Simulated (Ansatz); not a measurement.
**C$_{10}$H$_{19}$NSi (Si(vinyl)3(NEt2)): density, localisation and related maps**

Input file:

```
crystal:
  periodic: [false, false, false]
  atoms:
    - {symbol: Si, position_ang: [0.514506, 0.643702, 0.479282]}
    - {symbol: C, position_ang: [0.960640, 0.166030, 2.235556]}
    - {symbol: C, position_ang: [2.203694, 0.233812, 2.738962]}
    - {symbol: H, position_ang: [0.152382, -0.137039, 2.918927]}
    - {symbol: H, position_ang: [3.059085, 0.540835, 2.123878]}
    - {symbol: H, position_ang: [2.427360, -0.014160, 3.784256]}
    - {symbol: C, position_ang: [2.075437, 1.013902, -0.493565]}
    - {symbol: C, position_ang: [2.256511, 2.107863, -1.252047]}
    - {symbol: H, position_ang: [2.878054, 0.259428, -0.489197]}
    - {symbol: H, position_ang: [1.492919, 2.893725, -1.318644]}
    - {symbol: H, position_ang: [3.164310, 2.268729, -1.847665]}
    - {symbol: C, position_ang: [-0.543740, 2.197463, 0.518992]}
    - {symbol: C, position_ang: [-1.862102, 2.191169, 0.263629]}
    - {symbol: H, position_ang: [-0.080133, 3.154671, 0.803332]}
    - {symbol: H, position_ang: [-2.378298, 1.264460, -0.020511]}
    - {symbol: H, position_ang: [-2.480259, 3.096008, 0.322751]}
    - {symbol: N, position_ang: [-0.364241, -0.674487, -0.248389]}
    - {symbol: C, position_ang: [-0.722748, -0.605694, -1.660828]}
    - {symbol: C, position_ang: [0.175478, -1.445294, -2.567239]}
    - {symbol: C, position_ang: [-0.802905, -1.866388, 0.462521]}
    - {symbol: C, position_ang: [-2.238009, -1.779145, 0.981214]}
    - {symbol: H, position_ang: [-0.679169, 0.449458, -1.986301]}
    - {symbol: H, position_ang: [-1.780434, -0.910602, -1.795967]}
    - {symbol: H, position_ang: [1.217449, -1.093760, -2.506520]}
    - {symbol: H, position_ang: [0.158864, -2.508862, -2.279812]}
    - {symbol: H, position_ang: [-0.152092, -1.378875, -3.617754]}
    - {symbol: H, position_ang: [-0.702602, -2.747314, -0.200676]}
    - {symbol: H, position_ang: [-0.118433, -2.057708, 1.306997]}
    - {symbol: H, position_ang: [-2.339576, -0.959390, 1.711284]}
    - {symbol: H, position_ang: [-2.948485, -1.584776, 0.161077]}
    - {symbol: H, position_ang: [-2.543443, -2.717762, 1.472437]}
basis:
  gaussian: {orbitals: def2-TZVP, fitting: {mean_field: def2-universal-jkfit}, initial_orbitals: start.molden}
hamiltonian: {xc: pbe0, dispersion: d4}
scf: {omitted_lower_state_checks: [starts]}
output: {orbitals: {seedname: orbitals}}
```

Command:

```sh
ansatz run in.yaml --threads 2 --pin off --events-out ev --progress --plain --max-ram 20480MiB --backend cuda --devices 0, --max-vram 18GiB
```

Geometry: r2SCAN-D4/def2-SVP.

Method: RKS PBE0-D4/def2-TZVP (Ansatz).

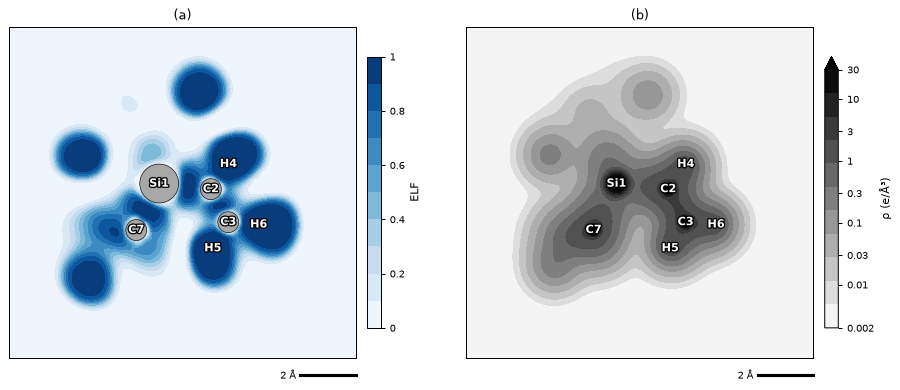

Figure 1. (a) ELF; (b) electron density on the plane of atoms C2, C3 and H5. Grey discs cover the atomic cores in the ELF map.

Interpret the plot.

- The section cuts through Si, C and H sites.
- C–C (1.34 Å): the density is about 2.3 e/Å³ at the midpoint; the ELF peaks at about 0.95 between the atoms: a multiple bond.
- C–Si (1.87 Å): the density is about 0.98 e/Å³ at the midpoint; the ELF peaks at about 0.95 between the atoms, as expected for localised, covalent bonding.
- C–H (1.10 Å): ρ is about 2 e/Å³ halfway; the ELF climbs to about 1 towards the hydrogen, as it does in any bond to H (a covalent bond by its length).

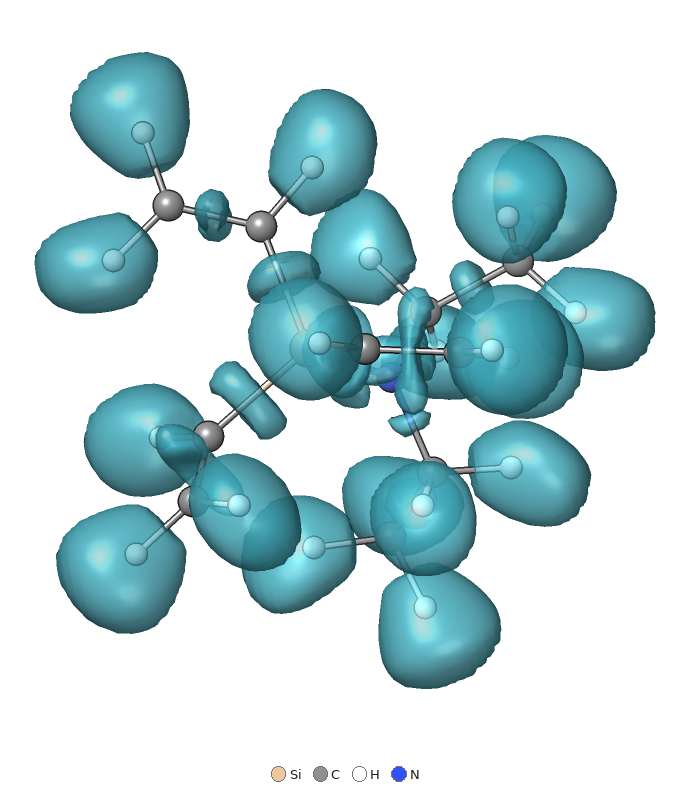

Figure 2. Isosurface of the electron localisation function at 0.85 (cyan), seen at a tilt. Core shells and regions of very low density are left out.

What do the ELF domains correspond to?

The ELF exceeds this value in five regions between bonded C–C atoms (shared pairs), two regions between bonded C–N atoms (shared pairs), three regions between bonded C–Si atoms (shared pairs), one region between bonded N–Si atoms (shared pairs) and 19 regions around hydrogen nuclei.


 C–N (1.46 Å): the ELF peaks at about 0.90 between the atoms: localised, covalent bonding.

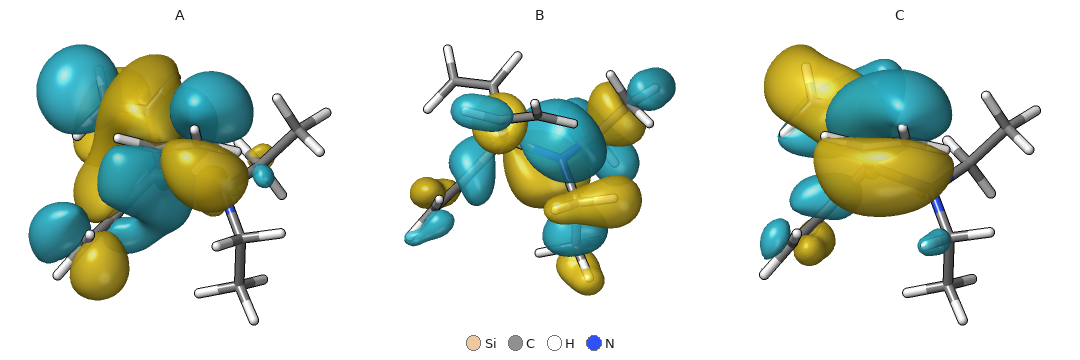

Figure 3. Three frontier orbitals at ±0.06 Å⁻³ᐟ² (yellow and cyan are the two phases), in no order.

Order the three orbitals by energy and name them.

C is the HOMO−1 (−7.54 eV). By Hirshfeld shares it lies mainly on C13 (about 25 %), C12 (about 25 %), C2 (about 15 %) and C3 (about 15 %). B is the HOMO (−6.05 eV). It lies mainly on N17 (about 50 %), C20 (about 5 %) and C18 (about 5 %). A is the LUMO (−0.68 eV). Its weight (Hirshfeld) is mainly on C3 (about 20 %), C13 (about 15 %), C2 (about 15 %), C12 (about 10 %), Si1 (about 10 %) and C8 (about 5 %).

What is the HOMO–LUMO gap?

5.37 eV between the orbital energies.

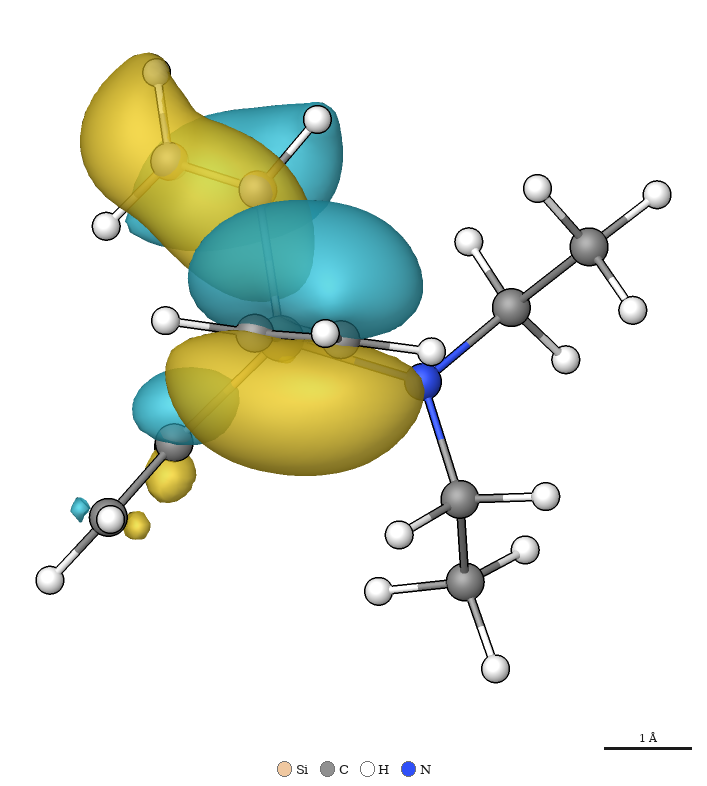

Figure 4. The HOMO−1 at ±0.1 Å⁻³ᐟ² (yellow and cyan are the two phases), seen across its widest extent.

Where does this orbital lie, and at what energy?

It lies mainly on C13 (about 25 %), C12 (about 25 %), C2 (about 15 %) and C3 (about 15 %). Its energy is −7.54 eV.
